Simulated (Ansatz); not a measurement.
**C₆H₁₈HfN₂O₂ (SMILES CC(C)[NH][Hf]([OH])([OH])[NH]C(C)C): density, localisation and related maps**

The calculation's input:

```
crystal:
  periodic: [false, false, false]
  atoms:
    - {symbol: C, position_ang: [-1.586622, -0.272768, -1.586540]}
    - {symbol: C, position_ang: [-2.606129, -0.007305, -0.492032]}
    - {symbol: C, position_ang: [-2.982484, -1.300665, 0.220079]}
    - {symbol: N, position_ang: [-2.085231, 0.984082, 0.429875]}
    - {symbol: Hf, position_ang: [-0.194712, 1.704465, 0.774392]}
    - {symbol: O, position_ang: [-0.337656, 2.596369, 2.490029]}
    - {symbol: O, position_ang: [0.405845, 2.794120, -0.722538]}
    - {symbol: N, position_ang: [1.166503, 0.180572, 0.912132]}
    - {symbol: C, position_ang: [2.036648, -0.396034, -0.098512]}
    - {symbol: C, position_ang: [3.487173, 0.028007, 0.098177]}
    - {symbol: C, position_ang: [1.914443, -1.913609, -0.138048]}
    - {symbol: H, position_ang: [-1.333802, 0.648191, -2.118816]}
    - {symbol: H, position_ang: [-1.965616, -0.992810, -2.314717]}
    - {symbol: H, position_ang: [-0.669572, -0.689963, -1.156926]}
    - {symbol: H, position_ang: [-3.513388, 0.388085, -0.975290]}
    - {symbol: H, position_ang: [-3.717352, -1.112017, 1.007137]}
    - {symbol: H, position_ang: [-2.095777, -1.740378, 0.685805]}
    - {symbol: H, position_ang: [-3.410984, -2.030031, -0.473884]}
    - {symbol: H, position_ang: [-2.797525, 1.257957, 1.097403]}
    - {symbol: H, position_ang: [-0.182661, 3.331817, 3.074173]}
    - {symbol: H, position_ang: [0.185614, 3.287049, -1.506921]}
    - {symbol: H, position_ang: [1.355923, -0.239825, 1.816024]}
    - {symbol: H, position_ang: [1.708470, -0.004716, -1.070509]}
    - {symbol: H, position_ang: [3.858573, -0.329498, 1.064126]}
    - {symbol: H, position_ang: [3.571003, 1.116288, 0.085379]}
    - {symbol: H, position_ang: [4.134215, -0.380525, -0.683547]}
    - {symbol: H, position_ang: [2.244172, -2.343128, 0.814049]}
    - {symbol: H, position_ang: [2.532340, -2.345213, -0.930064]}
    - {symbol: H, position_ang: [0.878579, -2.218517, -0.300455]}
basis:
  gaussian: {orbitals: def2-TZVPP}
hamiltonian: {xc: pbe0, dispersion: d4}
output: {orbitals: {seedname: orbitals}}
```

Run with:

```sh
ansatz run in.yaml --threads 11 --pin off --events-out ev --progress --plain --max-ram 174080MiB --backend cuda --devices 0, --max-vram 75GiB
```

Geometry: PBE0-D4/def2-TZVP; core potentials replace the inner electrons of Hf.

Level of theory: RKS PBE0-D4/def2-TZVPP in Ansatz.

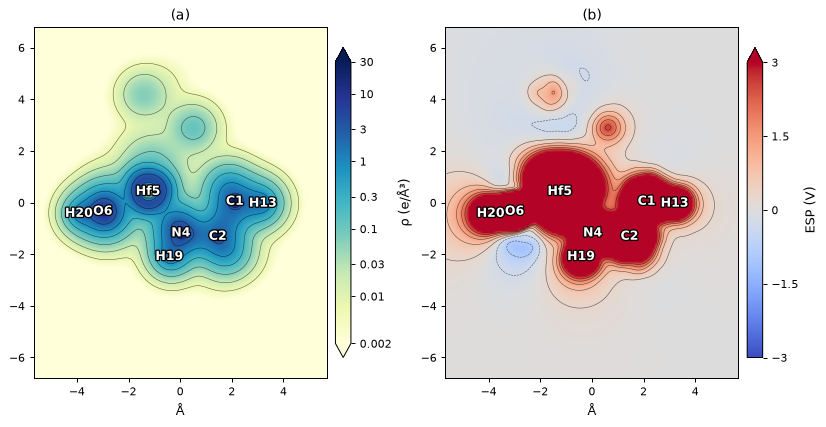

Figure 1. (a) electron density; (b) electrostatic potential on the plane of atoms Hf5, N4 and H19.

### What does the map show?

- The section cuts through C, N, Hf, O and H sites.
- C–N (1.45 Å): the density is about 1.9 e/Å³ at the midpoint.
- C–C (1.52 Å): ρ at the midpoint is about 1.7 e/Å³.
- Hf–O (1.94 Å): the density is about 0.85 e/Å³ at the midpoint.
- Hf–N (2.05 Å): the density is about 0.78 e/Å³ at the midpoint.
- O–H (0.95 Å): the density is about 3.8 e/Å³ at the midpoint.
- Outside the dense part of the molecule the potential is most negative (−1.1 V) near O6.

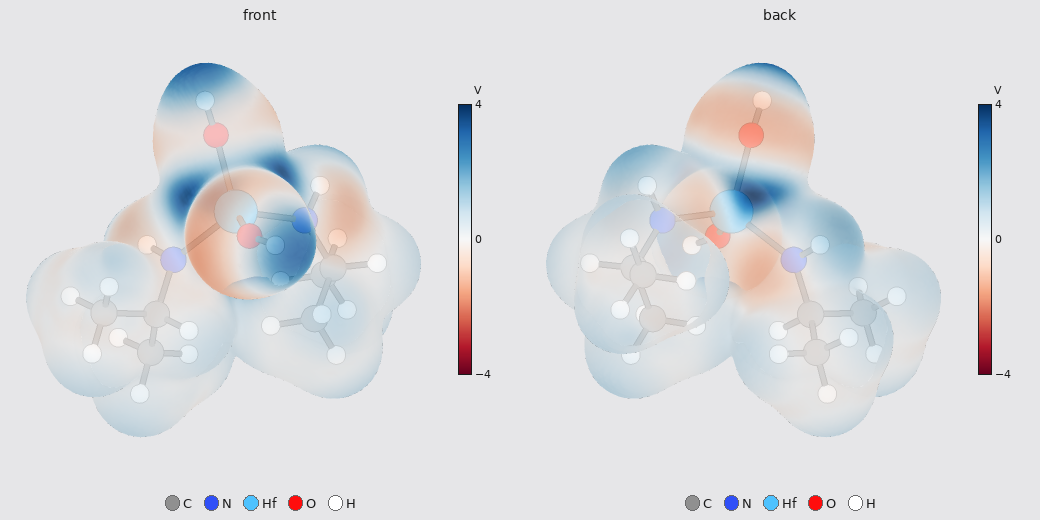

Figure 2. The molecular electrostatic potential painted on the density surface at 0.004 e/bohr³, seen from the front and from behind; red is negative and blue positive.

### Which sites attract a positive test charge, and which a negative one?

A positive charge is drawn to the negative regions and a negative charge to the positive ones. The most negative region (about −1.5 V) lies over O7, the most positive (about +3.4 V) over Hf5. O7 is the likeliest acceptor of a hydrogen bond.

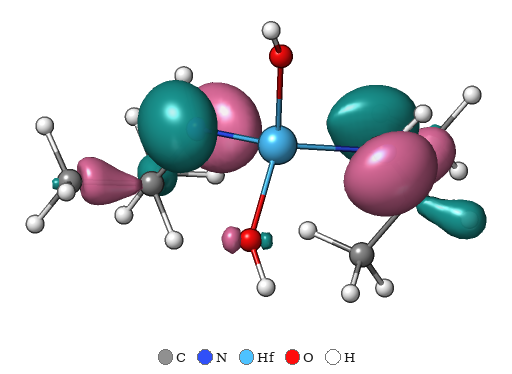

Figure 3. The HOMO at ±0.15 Å⁻³ᐟ² (teal and pink are the two phases), seen from one side.

### Where does this orbital lie, and at what energy?

By Hirshfeld shares it lies mainly on N4 (about 30 %), N8 (about 30 %) and Hf5 (about 10 %). Its energy is −5.97 eV.

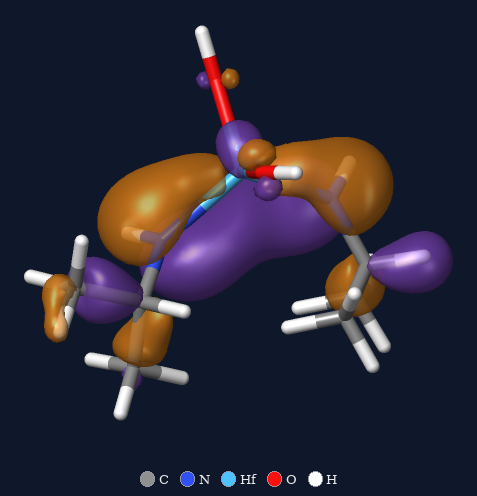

Figure 4. The HOMO−1 at ±0.1 Å⁻³ᐟ² (orange and purple are the two phases), seen at a tilt.

### What is the character of this orbital?

It lies mainly on N8 (about 25 %), N4 (about 25 %) and Hf5 (about 15 %). Its energy is −6.67 eV.
